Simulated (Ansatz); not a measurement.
## Electronic structure of AlCl2···H2 (doublet) in real space

The calculation's input:

```
crystal:
  periodic: [false, false, false]
  atoms:
    - { symbol: Al, position_ang: [0.0, 0.0, -0.333275] }
    - { symbol: H, position_ang: [0.0, 0.0, 2.431762] }
    - { symbol: Cl, position_ang: [1.846186, 0.0, -1.450479] }
    - { symbol: Cl, position_ang: [-1.846186, 0.0, -1.450479] }
    - { symbol: H, position_ang: [0.0, 0.0, 3.152472] }
magnetization:
  spin_polarized: true
  initial_magnetization: 1
basis:
  gaussian: { orbitals: cc-pVDZ }
hamiltonian:
  xc: b3lyp
relax:
  f_tol: 0.03
  max_steps: 50
output:
  orbitals: {}
```

Command:

```sh
ansatz run input.yaml --threads 1 --pin off --max-ram 2048MiB --backend cpu --events-out ev --progress --plain --runs-dir out
```

The fields are those of the run's last geometry, not of the input's.

Computed with UKS B3LYP/cc-pVDZ in Ansatz 0.2.0.

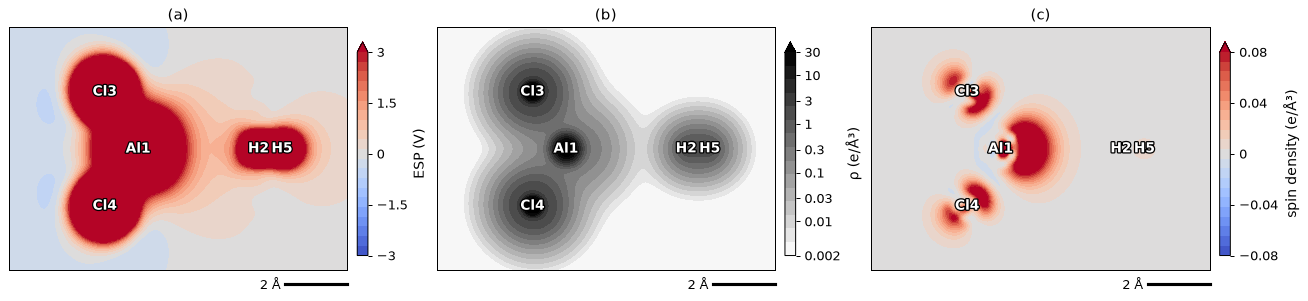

Figure 1. (a) electrostatic potential; (b) total electron density; (c) spin density on the molecular plane.

Question: Interpret the plot.

Answer:
- The section cuts through Al, H and Cl sites.
- Al–Cl (2.15 Å): ρ at the midpoint is about 0.63 e/Å³.
- H–H (0.76 Å): ρ is about 1.7 e/Å³ halfway.
- The unpaired spin (1 electron) lies mostly on Al1 (about 0.8), Cl3 (about 0.1) and Cl4 (about 0.1), in electrons by Hirshfeld's partition.
- Outside the dense part of the complex the potential is most negative (−0.5 V) near Cl3 and Cl4.

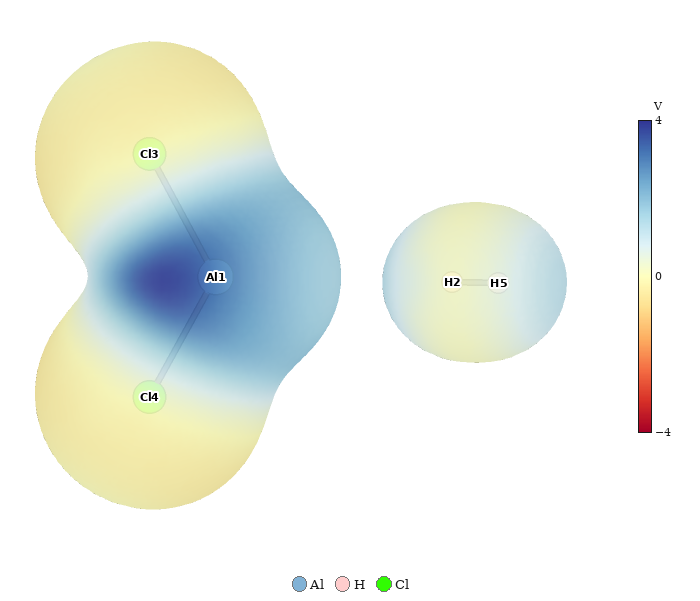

Figure 2. The electrostatic potential painted on the density surface at 0.004 e/bohr³, seen at a tilt; the colour scale runs from red (negative) to blue (positive).

Question: Describe the electrostatic potential map.

Answer: The most negative region (about −0.4 V) lies over Cl3 and Cl4, the most positive (about +3.8 V) over Al1.

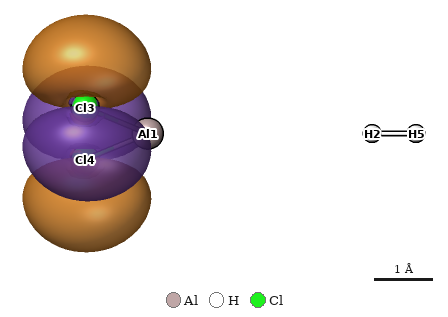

Figure 3. The HOMO−1 (β) at ±0.1 Å⁻³ᐟ² (orange and purple are the two phases), seen from one side.

Question: What is the character of this orbital?

Answer: By Hirshfeld shares it lies mainly on Cl3 (about 45 %) and Cl4 (about 45 %); it changes sign across the molecular plane (π type). Its energy is −9.02 eV.
